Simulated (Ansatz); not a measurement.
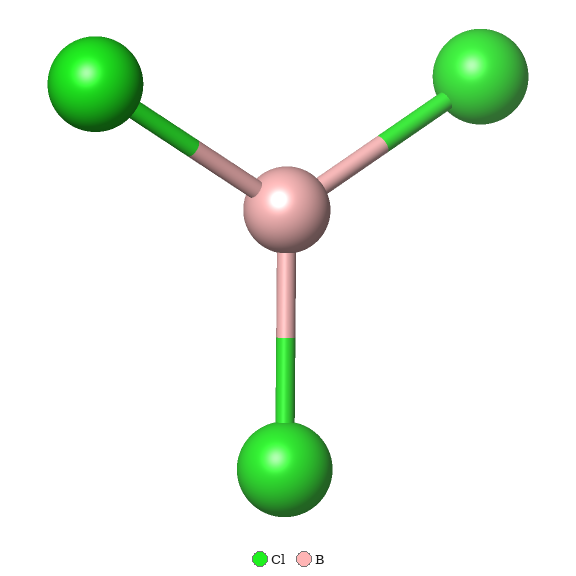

Ball-and-stick drawing of a structure. Every bond is drawn as one stick, whatever its order.

The computed structure is the end point of a PBE-D4/def2-SVP optimisation. No frequency run is at hand to confirm it as a minimum.

What does the picture show?

It has 4 atoms: 1 boron and 3 chlorine (BCl₃). SMILES: `ClB(Cl)Cl`. This geometry has D3h symmetry. All atoms lie on one plane. Coordination: 1 B trigonal planar.
